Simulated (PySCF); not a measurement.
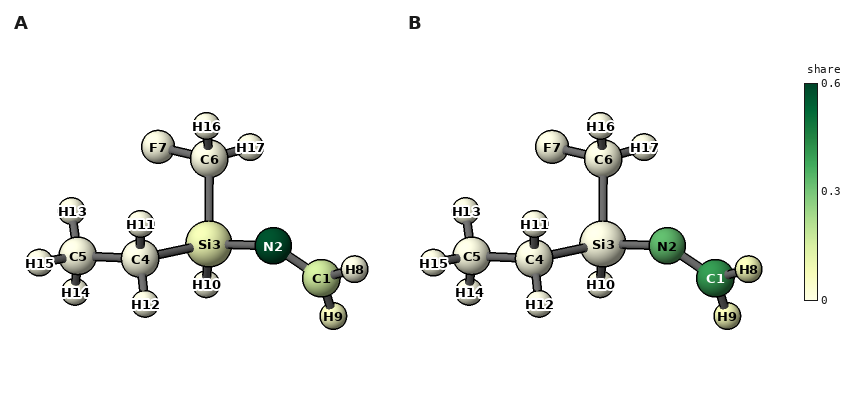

Each panel colours the atoms by their Löwdin share in one orbital (up to four of the largest shares; other atoms are shown as zero). The computed structure is the end point of a GFN2-xTB optimisation. No frequency run is at hand to confirm it as a minimum. Method: CAM-B3LYP/def2-SVPD (PySCF 2.14.0).

Question: The panels show the HOMO, LUMO, in some order. Which is which?

Answer: A: HOMO, −8.54 eV; N2 0.57, C1 0.16, Si3 0.09, H9 0.06
B: LUMO, 0.17 eV; C1 0.41, N2 0.33, H9 0.07, H8 0.07

The geometry is semi-empirical. Around Si such bond lengths and angles can be off by a tenth of an ångström or more and by several degrees, and values that hang on the shape move with them.
